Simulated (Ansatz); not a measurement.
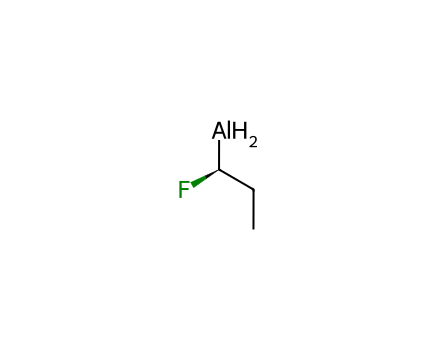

Give its SMILES.

CC[C@@H](F)[AlH2]

Give the formula, hydrogens included.

C3H8AlF.

An optimisation with PBE0-D4/def2-TZVP gave a structure of which point group?

C1.

The parts below concern this one geometry. Atoms keep their numbers from picture to picture. The geometry was computed by an optimisation with PBE0-D4/def2-TZVP. No frequency run is at hand to confirm it as a minimum.

### Geometry

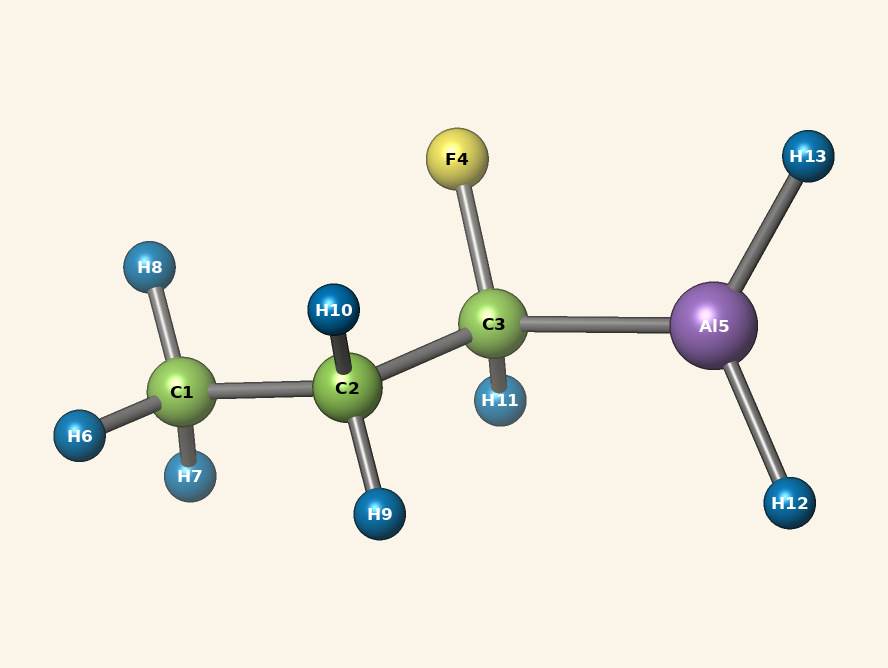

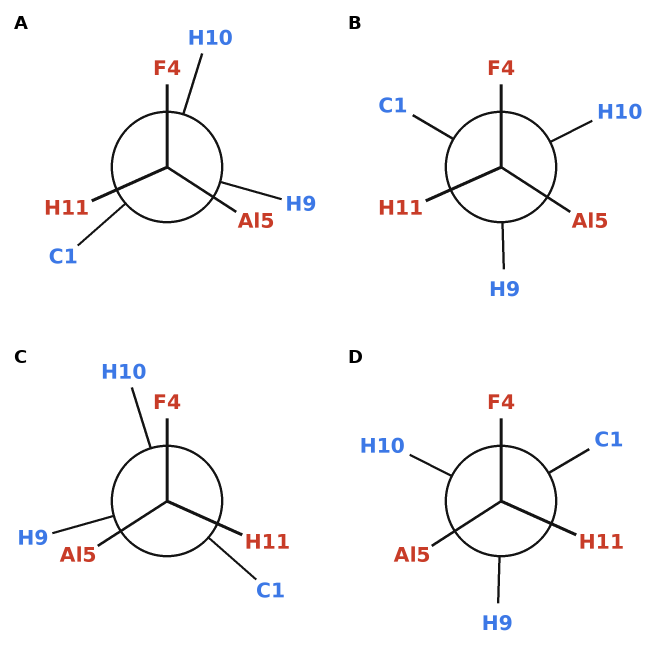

Depth is shown by fading: the farther an atom, the more it takes the colour of the background. Bonds that would overlap in a projection are set slightly apart. No frequency run is at hand to confirm it as a minimum.

Which Newman projection shows the view along C3–C2, with C3 in front?

D. The torsion angle Al5–C3–C2–C1 is −177°, antiperiplanar (anti).

### Levels of theory compared

No frequency run is at hand to confirm it as a minimum. Program: Ansatz 0.2.0.

At this fixed geometry, give HOMO energy (eV), HOMO–LUMO gap (eV) at these levels: B3LYP-D4/def2-TZVPP; PBE-D4/def2-TZVPP; PBE0-D4/def2-TZVPP; r2SCAN-D4/def2-TZVPP; ωB97M-V/def2-TZVPP; ωB97X-V/def2-TZVPP.

| level | HOMO energy (eV) | HOMO–LUMO gap (eV) |
| --- | --- | --- |
| B3LYP-D4/def2-TZVPP | −7.25 | 5.43 |
| PBE-D4/def2-TZVPP | −6.08 | 3.72 |
| PBE0-D4/def2-TZVPP | −7.44 | 5.85 |
| r2SCAN-D4/def2-TZVPP | −6.34 | 4.32 |
| ωB97M-V/def2-TZVPP | −9.70 | 9.68 |
| ωB97X-V/def2-TZVPP | −9.83 | 10.12 |

### Charges

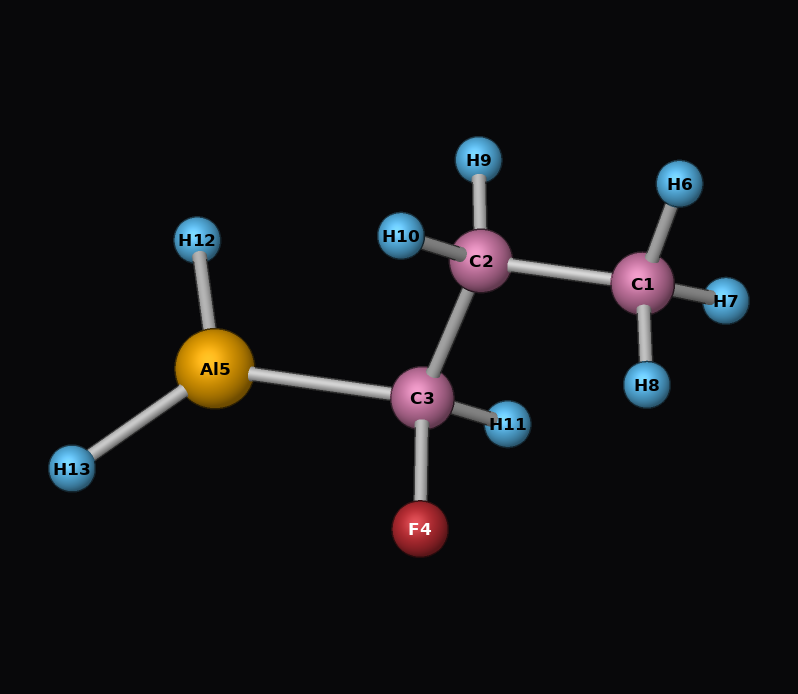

The questions are on Mulliken charges. No frequency run is at hand to confirm it as a minimum. Method: RKS ωB97M-V/def2-TZVPP (Ansatz 0.2.0).

Give the Mulliken charges atom by atom.

```json
{"atom": "C1", "value (e)": "−0.31"}
{"atom": "C2", "value (e)": "−0.21"}
{"atom": "C3", "value (e)": "−0.04"}
{"atom": "F4", "value (e)": "−0.25"}
{"atom": "Al5", "value (e)": "0.43"}
{"atom": "H6", "value (e)": "0.10"}
{"atom": "H7", "value (e)": "0.09"}
{"atom": "H8", "value (e)": "0.11"}
{"atom": "H9", "value (e)": "0.10"}
{"atom": "H10", "value (e)": "0.10"}
{"atom": "H11", "value (e)": "0.09"}
{"atom": "H12", "value (e)": "−0.11"}
{"atom": "H13", "value (e)": "−0.11"}
```

### Dipole moment

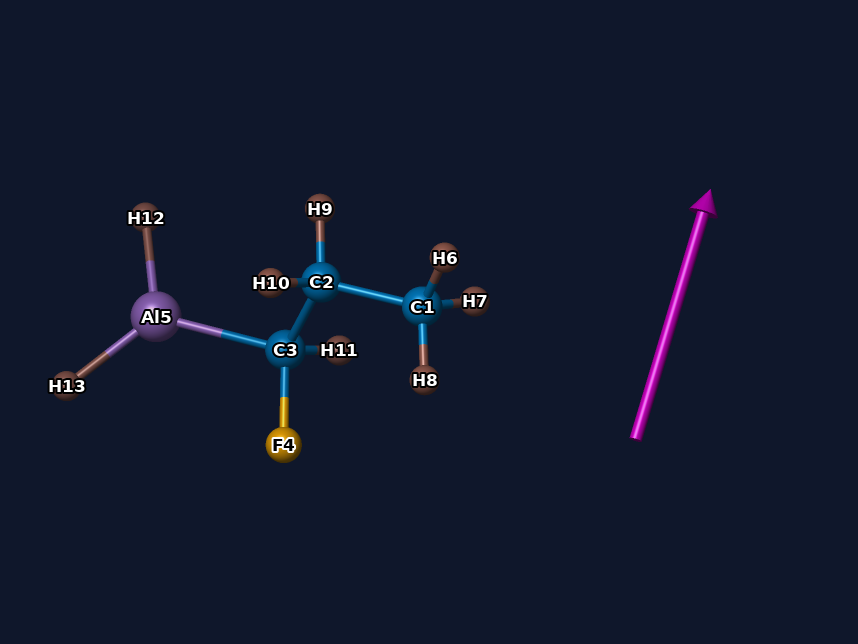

The arrow beside the molecule shows the direction of the dipole moment, from the negative to the positive end (its length means nothing). No frequency run is at hand to confirm it as a minimum. Method: RKS PBE0-D4/def2-TZVP (Ansatz 0.2.0).

How large is the dipole moment?

1.57 D; it points from the side of F4, H13 to the side of H9 (the outermost atoms at the two ends).

Mulliken values depend strongly on the basis set and can even reverse the polarity of a bond.
